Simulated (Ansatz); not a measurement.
**Nudged elastic band, with input and output: HfH2Cl3OF**

HfH2Cl3OF, computed with RKS PBE-D4/def2-SVP (Ansatz 0.2.0).

It belongs to a series of runs on one base structure; here: band between the two ends. Figures and captions count atoms from 1; the log counts them from 0 in places.

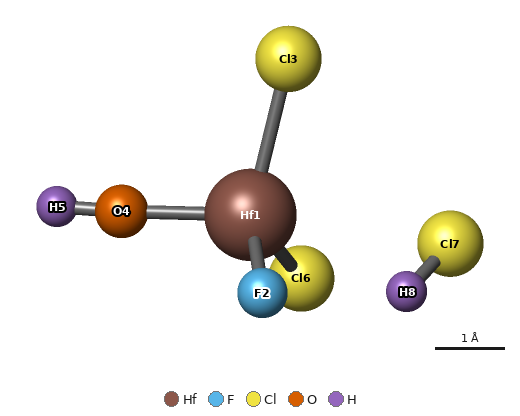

Fig. 1: The structure as given in the input (ball-and-stick view, seen at a tilt; atoms are numbered from 1 in the order of the input). Sticks mark near contacts. Bond lengths as drawn: Cl–H 1.31 Å, Cl–Hf 2.37 Å, F–Hf 1.94 Å, Hf–O 1.90 Å and H–O 0.97 Å.

**Results in brief**

- outcome: converged
- barrier, forward: 0.192 eV
- barrier, backward: 0.146 eV
- hardware: 4 threads of Arm Neoverse V2, 24 GiB of memory available, shared host
- wall time: 2.6 min (CPU time 9.3 min)
- peak memory: 0.19 GiB

**Remarks**

The order of the saddle point was not checked.

**The input**
```yaml
crystal:
  periodic: [false, false, false]
  atoms:
    - { symbol: Hf, position_ang: [-0.060587, -0.125259, -0.040387] }
    - { symbol: F, position_ang: [-0.137327, 0.035541, 1.894995] }
    - { symbol: Cl, position_ang: [2.030243, 0.377879, -1.036296] }
    - { symbol: O, position_ang: [-1.148345, 1.33249, -0.58102] }
    - { symbol: H, position_ang: [-1.688852, 2.052221, -0.930554] }
    - { symbol: Cl, position_ang: [-1.184826, -1.994262, -0.967373] }
    - { symbol: Cl, position_ang: [1.572952, -2.300061, 1.365309] }
    - { symbol: H, position_ang: [1.091043, -1.616948, 2.369826] }
basis:
  gaussian: { orbitals: def2-SVP }
hamiltonian:
  xc: pbe
  dispersion: d4
neb:
  order_check: false
  images: 5
  f_tol: 0.05
  max_iterations: 60
  final_atoms:
    - { symbol: Hf, position_ang: [0.12515413, -0.53055362, -0.22432831] }
    - { symbol: F, position_ang: [0.97978376, 0.35778032, 1.83481546] }
    - { symbol: Cl, position_ang: [2.1583673, 0.24173084, -1.14151865] }
    - { symbol: O, position_ang: [-1.2009687, 0.82003514, -0.08020277] }
    - { symbol: H, position_ang: [-1.87645305, 1.50970329, -0.1222542] }
    - { symbol: Cl, position_ang: [-0.69807394, -1.86951338, -1.97280467] }
    - { symbol: Cl, position_ang: [0.13407285, -2.25957736, 1.51940392] }
    - { symbol: H, position_ang: [0.85241866, -0.50800423, 2.26138923] }
  initial_path:
    images:
      - { positions_ang: [[-0.060587, -0.125259, -0.040387], [-0.137327, 0.035541, 1.894995], [2.030243, 0.377879, -1.036296], [-1.148345, 1.33249, -0.58102], [-1.688852, 2.052221, -0.930554], [-1.184826, -1.994262, -0.967373], [1.572952, -2.300061, 1.365309], [1.091043, -1.616948, 2.369826]] }
      - { positions_ang: [[-0.04128523, -0.08104419, -0.02397398], [-0.09218975, 0.00194205, 2.04256977], [2.14460854, 0.27046493, -0.96754168], [-1.09674879, 1.45766631, -0.59648383], [-1.77564972, 1.8599714, -0.90598889], [-1.18011916, -2.00707291, -0.94291708], [1.54533739, -2.28019856, 1.18616559], [0.97034771, -1.46012801, 2.28267011]] }
      - { positions_ang: [[-0.02198345, -0.03682939, -0.00756096], [-0.04705249, -0.0316569, 2.19014454], [2.25897408, 0.16305085, -0.89878736], [-1.04515257, 1.58284262, -0.61194767], [-1.86244745, 1.66772179, -0.88142379], [-1.17541232, -2.01988383, -0.91846116], [1.51772278, -2.26033613, 1.00702219], [0.84965242, -1.30330802, 2.19551422]] }
      - { positions_ang: [[-0.00268168, 0.00738542, 0.00885206], [-0.00191524, -0.06525586, 2.3377193], [2.37333962, 0.05563678, -0.83003305], [-0.99355636, 1.70801893, -0.6274115], [-1.94924517, 1.47547219, -0.85685868], [-1.17070547, -2.03269474, -0.89400524], [1.49010817, -2.24047369, 0.82787878], [0.72895713, -1.14648803, 2.10835833]] }
      - { positions_ang: [[0.03993026, -0.1719276, -0.06887473], [0.32531776, 0.0757562, 2.17008469], [2.30168218, 0.11766813, -0.93386158], [-1.06269381, 1.41202433, -0.44500859], [-1.92498113, 1.48688256, -0.61199052], [-1.01316163, -1.97830095, -1.25360505], [1.0380964, -2.24684158, 1.05838716], [0.77011097, -0.9336601, 2.15936863]] }
      - { positions_ang: [[0.08254219, -0.35124061, -0.14660152], [0.65255076, 0.21676826, 2.00245007], [2.23002474, 0.17969949, -1.03769012], [-1.13183126, 1.11602974, -0.26260568], [-1.90071709, 1.49829292, -0.36712236], [-0.85561778, -1.92390717, -1.61320486], [0.58608462, -2.25320947, 1.28889554], [0.81126481, -0.72083216, 2.21037893]] }
      - { positions_ang: [[0.12515413, -0.53055362, -0.22432831], [0.97978376, 0.35778032, 1.83481546], [2.1583673, 0.24173084, -1.14151865], [-1.2009687, 0.82003514, -0.08020277], [-1.87645305, 1.50970329, -0.1222542], [-0.69807394, -1.86951338, -1.97280467], [0.13407285, -2.25957736, 1.51940392], [0.85241866, -0.50800423, 2.26138923]] }
```

Command:
```bash
ansatz run input.yaml --threads 4 --pin off --max-ram 5120MiB --backend cpu --events-out ev --progress --plain --runs-dir out
```

**The program's output**
```
Engine: ansatz 0.2.0, aarch64-unknown-linux-gnu
Functional definition: PBE
  parameter kappa = 0.804
  parameter beta = 0.06672455060314922
  exchange = pbe_x(kappa = kappa, mu = beta*pi^2/3)
  correlation = pbe_c(beta = beta)
1306 factors; their error is unknown
mean field evaluation 1: about -43636.7810 eV, gradient 6.9e1 eV
mean field evaluation 2: about -43511.5416 eV, gradient 2.4e2 eV
mean field evaluation 4: about -43644.5676 eV, gradient 1.7e1 eV
mean field evaluation 8: about -43645.1952 eV, gradient 2.6e-1 eV
mean field evaluation 16: about -43645.0952 eV, gradient 1.1e-3 eV
mean field -43645.09521224 eV, -1603.9276653416 hartree, gradient 4.5e-5 eV, S^2 0.000000; 0 other end points of the search recorded, 0 dependent functions left out
the calculation of the forces begins
reference -43645.09529117 eV, -1603.9276682422 hartree; 41, 41 occupied and 83, 83 virtual orbitals, 1306 factors
1306 factors; their error is unknown
mean field evaluation 32: about -43645.0468 eV, gradient 1.2e-2 eV
mean field -43645.04675992 eV, -1603.9258847519 hartree, gradient 6.7e-5 eV, S^2 0.000000; 0 other end points of the search recorded, 0 dependent functions left out
[... from here on the field's lines of each further geometry are left out, up to the last ...]
NEB iter   1: max|band force component| = 8.604e0 eV/Å  barrier→ = 2.7713 eV  barrier← = 2.7263 eV  Δτ_max = 0.2000 Å  (211 SCF iters)
NEB iter   2: max|band force component| = 2.878e0 eV/Å  barrier→ = 1.5323 eV  barrier← = 1.4872 eV  Δτ_max = 0.1990 Å  (187 SCF iters)
NEB iter   3: max|band force component| = 1.946e0 eV/Å  barrier→ = 0.7688 eV  barrier← = 0.7238 eV  Δτ_max = 0.2000 Å  (183 SCF iters)
NEB iter   4: max|band force component| = 8.867e-1 eV/Å  barrier→ = 0.4303 eV  barrier← = 0.3853 eV  Δτ_max = 0.2000 Å  (173 SCF iters)
NEB iter   5: max|band force component| = 5.946e-1 eV/Å  barrier→ = 0.3056 eV  barrier← = 0.2605 eV  Δτ_max = 0.1975 Å  (169 SCF iters)
NEB iter   6: max|band force component| = 3.269e-1 eV/Å  barrier→ = 0.2357 eV  barrier← = 0.1907 eV  CI = image 4  Δτ_max = 0.1869 Å  (172 SCF iters)
NEB iter   7: max|band force component| = 4.139e-1 eV/Å  barrier→ = 0.2015 eV  barrier← = 0.1565 eV  CI = image 3  Δτ_max = 0.0902 Å  (166 SCF iters)
NEB iter   8: max|band force component| = 2.633e-1 eV/Å  barrier→ = 0.2111 eV  barrier← = 0.1660 eV  CI = image 3  Δτ_max = 0.0894 Å  (169 SCF iters)
NEB iter   9: max|band force component| = 2.249e-1 eV/Å  barrier→ = 0.2027 eV  barrier← = 0.1577 eV  CI = image 3  Δτ_max = 0.0907 Å  (150 SCF iters)
NEB iter  10: max|band force component| = 2.559e-1 eV/Å  barrier→ = 0.1983 eV  barrier← = 0.1532 eV  CI = image 3  Δτ_max = 0.0457 Å  (150 SCF iters)
NEB iter  11: max|band force component| = 9.674e-2 eV/Å  barrier→ = 0.1958 eV  barrier← = 0.1507 eV  CI = image 3  Δτ_max = 0.0903 Å  (151 SCF iters)
NEB iter  12: max|band force component| = 1.061e-1 eV/Å  barrier→ = 0.1947 eV  barrier← = 0.1496 eV  CI = image 3  Δτ_max = 0.0455 Å  (152 SCF iters)
NEB iter  13: max|band force component| = 1.065e-1 eV/Å  barrier→ = 0.1936 eV  barrier← = 0.1485 eV  CI = image 3  Δτ_max = 0.0228 Å  (153 SCF iters)
NEB iter  14: max|band force component| = 1.469e-1 eV/Å  barrier→ = 0.1927 eV  barrier← = 0.1477 eV  CI = image 3  Δτ_max = 0.0114 Å  (156 SCF iters)
NEB iter  15: max|band force component| = 5.799e-2 eV/Å  barrier→ = 0.1923 eV  barrier← = 0.1472 eV  CI = image 3  Δτ_max = 0.0228 Å  (160 SCF iters)
NEB iter  16: max|band force component| = 6.278e-2 eV/Å  barrier→ = 0.1917 eV  barrier← = 0.1466 eV  CI = image 3  Δτ_max = 0.0114 Å  (158 SCF iters)
the calculation of the forces begins
reference -43645.00095896 eV, -1603.9242015974 hartree; 41, 41 occupied and 83, 83 virtual orbitals, 1306 factors
1306 factors; their error is unknown
mean field -43644.90017532 eV, -1603.9204978672 hartree, gradient 1.2e-5 eV, S^2 0.000000; 1 other end points of the search recorded, 0 dependent functions left out
the calculation of the forces begins
reference -43644.90025587 eV, -1603.9205008273 hartree; 41, 41 occupied and 83, 83 virtual orbitals, 1306 factors
NEB iter  17: max|band force component| = 4.178e-2 eV/Å  barrier→ = 0.1915 eV  barrier← = 0.1464 eV  CI = image 3  Δτ_max = 0.0000 Å  (423 SCF iters)
```

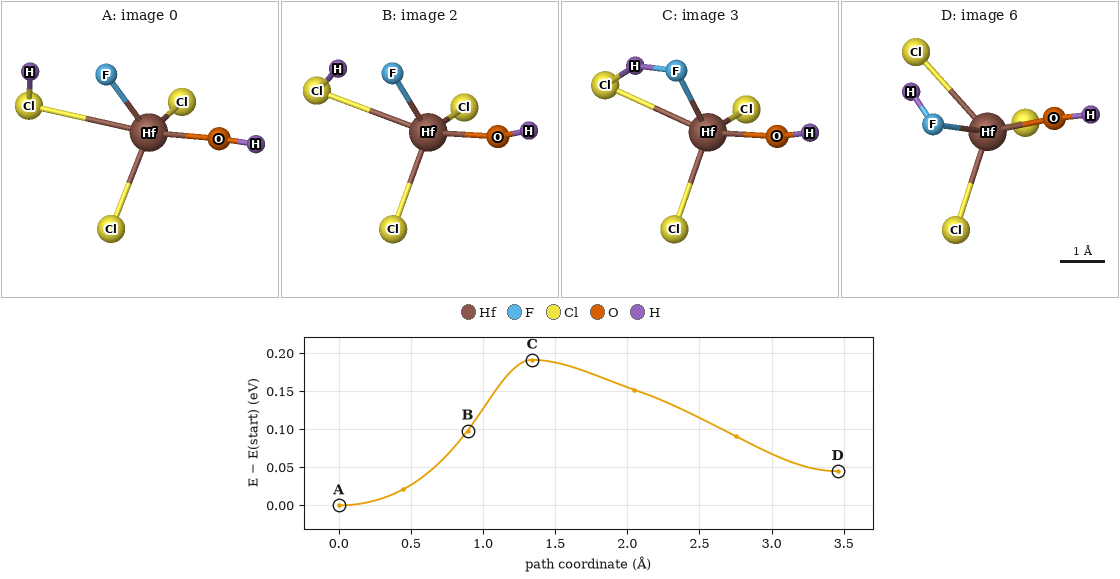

Fig. 2: Images of the last band (counted from 0; ball-and-stick, seen at a tilt) above the energy along the path; the line is a cubic interpolation that uses the forces. The highest image is number 3, 0.191 eV above the start and 0.146 eV above the end (the climbing image); the end lies 0.045 eV above the start. The path is 3.46 Å long. The band converged in 17 iterations.

```
Total energy: -43645.13950274 eV, -1603.9292929876 hartree
Atom 0 at     0.150939    -0.365596    -0.126240 Å, force     0.003151    -0.002545    -0.003702 eV/Å
Atom 1 at    -0.092123    -0.029958     1.977459 Å, force    -0.000442    -0.005873     0.003150 eV/Å
Atom 2 at     2.121723     0.334054    -1.197402 Å, force    -0.000294    -0.000637    -0.001600 eV/Å
Atom 3 at    -1.001562     1.123041    -0.388377 Å, force    -0.000268    -0.001068     0.008365 eV/Å
Atom 4 at    -1.620914     1.865188    -0.363102 Å, force     0.000660     0.003472    -0.006137 eV/Å
Atom 5 at    -0.952863    -2.010797    -1.395392 Å, force    -0.000877     0.000225     0.001185 eV/Å
Atom 6 at     1.317267    -2.160072     1.432590 Å, force     0.004535     0.000670    -0.003445 eV/Å
Atom 7 at     0.551834    -0.994258     2.134963 Å, force    -0.006466     0.005756     0.002184 eV/Å
Dipole moment:    -0.362335     0.448685     0.280892 e Å
this run last wrote the band of iteration 17 to [file]
```

**The last band as extended XYZ (Å, eV, eV/Å)**
```
8
Properties=species:S:1:pos:R:3:forces:R:3 image=0 energy=-43645.33091
Hf   -0.0606   -0.1253   -0.0404    0.0037  -0.0048  -0.0022
F    -0.1373    0.0355    1.8950   -0.0012   0.0015   0.0043
Cl    2.0302    0.3779   -1.0363   -0.0010   0.0003   0.0003
O    -1.1483    1.3325   -0.5810    0.0028  -0.0036   0.0006
H    -1.6889    2.0522   -0.9306   -0.0045   0.0063  -0.0024
Cl   -1.1848   -1.9943   -0.9674   -0.0003   0.0004   0.0001
Cl    1.5730   -2.3001    1.3653   -0.0005   0.0009   0.0007
H     1.0910   -1.6169    2.3698    0.0009  -0.0011  -0.0015
8
Properties=species:S:1:pos:R:3:forces:R:3 image=1 energy=-43645.30983
Hf   -0.0014   -0.1846   -0.0845   -0.0157   0.0161   0.0088
F    -0.1188    0.0237    1.8639   -0.0110  -0.0011  -0.0064
Cl    2.0761    0.3448   -1.0863    0.0001   0.0101   0.0214
O    -1.1087    1.2745   -0.5709   -0.0096   0.0200  -0.0148
H    -1.7051    2.0281   -0.6662   -0.0084   0.0164  -0.0477
Cl   -1.1006   -2.0294   -1.0823   -0.0135   0.0033   0.0273
Cl    1.5084   -2.2759    1.4423    0.0230  -0.0148  -0.0079
H     0.9243   -1.4197    2.2585    0.0350  -0.0500   0.0192
8
Properties=species:S:1:pos:R:3:forces:R:3 image=2 energy=-43645.23255
Hf    0.0720   -0.2608   -0.1015   -0.0491   0.0686   0.0216
F    -0.1136    0.0087    1.8825   -0.0295   0.0194  -0.0627
Cl    2.1053    0.3418   -1.1390    0.0042   0.0103   0.0493
O    -1.0619    1.2047   -0.4928   -0.0320   0.0554  -0.0604
H    -1.6765    1.9489   -0.4508   -0.0209   0.0354  -0.0594
Cl   -1.0008   -2.0229   -1.2574   -0.0147  -0.0036   0.0647
Cl    1.4024   -2.2201    1.4767    0.0396  -0.0330   0.0323
H     0.7472   -1.2389    2.1568    0.1025  -0.1526   0.0146
8
Properties=species:S:1:pos:R:3:forces:R:3 image=3 energy=-43645.13942
Hf    0.1509   -0.3656   -0.1262    0.0032  -0.0025  -0.0037
F    -0.0921   -0.0300    1.9775   -0.0004  -0.0059   0.0032
Cl    2.1217    0.3341   -1.1974   -0.0003  -0.0006  -0.0016
O    -1.0016    1.1230   -0.3884   -0.0003  -0.0011   0.0084
H    -1.6209    1.8652   -0.3631    0.0007   0.0035  -0.0061
Cl   -0.9529   -2.0108   -1.3954   -0.0009   0.0002   0.0012
Cl    1.3173   -2.1601    1.4326    0.0045   0.0007  -0.0034
H     0.5518   -0.9943    2.1350   -0.0065   0.0058   0.0022
8
Properties=species:S:1:pos:R:3:forces:R:3 image=4 energy=-43645.17862
Hf    0.1731   -0.4611   -0.1887   -0.0022  -0.0140  -0.0112
F     0.1977    0.1781    2.0051    0.0292   0.0248   0.0015
Cl    2.1333    0.3162   -1.2146    0.0023  -0.0009   0.0002
O    -1.0499    0.9967   -0.2961   -0.0313   0.0226   0.0098
H    -1.6696    1.7290   -0.1685    0.0234  -0.0495   0.0117
Cl   -0.8767   -1.9744   -1.6513    0.0111   0.0042  -0.0238
Cl    0.9841   -2.2827    1.3642   -0.0268  -0.0088  -0.0070
H     0.5823   -0.7402    2.2244   -0.0058   0.0217   0.0188
8
Properties=species:S:1:pos:R:3:forces:R:3 image=5 energy=-43645.23991
Hf    0.1433   -0.5232   -0.2301   -0.0036  -0.0144  -0.0028
F     0.5556    0.3463    1.9280    0.0584   0.0611  -0.0232
Cl    2.1598    0.2565   -1.1506    0.0039   0.0017   0.0131
O    -1.1374    0.8843   -0.2259   -0.0247  -0.0094   0.0147
H    -1.7047    1.6504   -0.0668   -0.0183  -0.0147  -0.0012
Cl   -0.7769   -1.9520   -1.8559    0.0202   0.0093  -0.0275
Cl    0.5429   -2.3236    1.4286   -0.0518  -0.0146   0.0026
H     0.6917   -0.5772    2.2473    0.0159  -0.0190   0.0243
8
Properties=species:S:1:pos:R:3:forces:R:3 image=6 energy=-43645.28585
Hf    0.1252   -0.5306   -0.2243    0.0213  -0.0136   0.0201
F     0.9798    0.3578    1.8348    0.0021   0.0044  -0.0045
Cl    2.1584    0.2417   -1.1415   -0.0041   0.0018   0.0038
O    -1.2010    0.8200   -0.0802   -0.0126   0.0108   0.0029
H    -1.8765    1.5097   -0.1223    0.0024   0.0008  -0.0021
Cl   -0.6981   -1.8695   -1.9728   -0.0036  -0.0049  -0.0025
Cl    0.1341   -2.2596    1.5194    0.0006   0.0078  -0.0069
H     0.8524   -0.5080    2.2614   -0.0062  -0.0072  -0.0108
```
